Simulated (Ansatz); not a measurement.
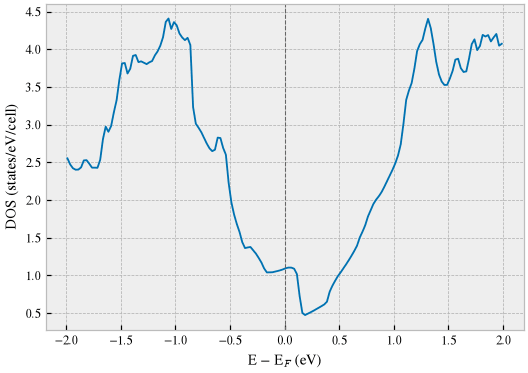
*Density of states of MoP2 (Cmc2_1) near the Fermi level, PBEsol, rigid bands (Ansatz, a program for electronic structure).*

Problem. With 6 atoms a cell, what bare Sommerfeld coefficient γ = (π²/3) k_B² N(E_F) follows?

Solution. N(E_F) ≈ 1.08 states/eV a cell at 300 K, so γ ≈ 0.42 mJ/(mol of atoms·K²), before many-body enhancement (phonons, spin fluctuations, correlation).

Problem. How far does the Fermi level move in a rigid band for 0.1 electron a cell added or removed?

Solution. 95 meV and -94 meV.

A metal at this level (no band gap); rigid bands, thermally averaged at 300 K, both spins. Spin-orbit coupling is left out. Geometry: cell and atoms relaxed with PBEsol.

Computed structure with no diffraction record at hand here (it may be known, metastable or hypothetical): MoP2 (Cmc2_1).
